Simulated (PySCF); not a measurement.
# C2H8Ge2S: the cost of one run

Programs: PySCF 2.14.0, with routines of our own; each step states its level. All values are computed. Atoms count from 0.

## Step 1: The starting structure

13 atoms, charge 0, multiplicity 1; geometry from: GFN2-xTB.

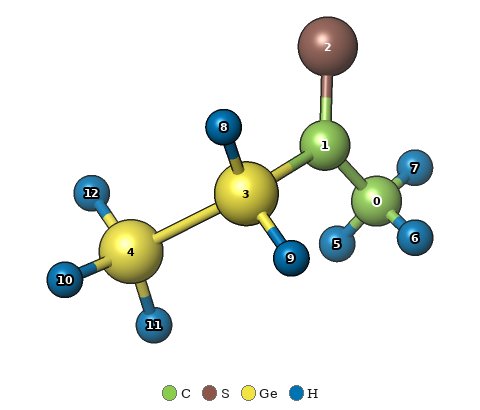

The starting geometry (carbon green, sulfur brown, germanium yellow, hydrogen blue).

## Step 2: Magnetic properties: GIAO PBE/pcSseg-1

The job: settings as JSON, then the geometry in Å.

```
{"job": {"kind": "mag", "xc": "PBE", "basis": "pcSseg-1", "isotopologues": 2}, "charge": 0, "multiplicity": 1}
C     -1.856431    -0.502441    -0.818879
C     -1.189312    -0.617343     0.500586
S     -1.513351    -1.828361     1.529739
Ge     0.202343     0.699651     0.968453
Ge     2.225903     0.299068    -0.231405
H     -1.099549    -0.504264    -1.608090
H     -2.377525     0.455870    -0.877926
H     -2.562901    -1.313237    -0.989626
H      0.374712     0.633732     2.458693
H     -0.343182     2.077623     0.660462
H      3.364958     1.163488     0.209573
H      2.070492     0.552435    -1.702439
H      2.699457    -1.115732    -0.116869
```

Method: GIAO PBE/pcSseg-1 magnetisability, rotational g tensor and spin-rotation constants, non-relativistic, gas phase.

Run with:

```console
$ OMP_NUM_THREADS=1 python excited_run.py task.json out
```

One launch serves the whole session: the jobs run in the order shown.

**Question.** How long does this first job take on 1 thread of Arm Neoverse V1, shared host, and how much memory does it need?

About 41 s, with a peak of 0.69 GiB.
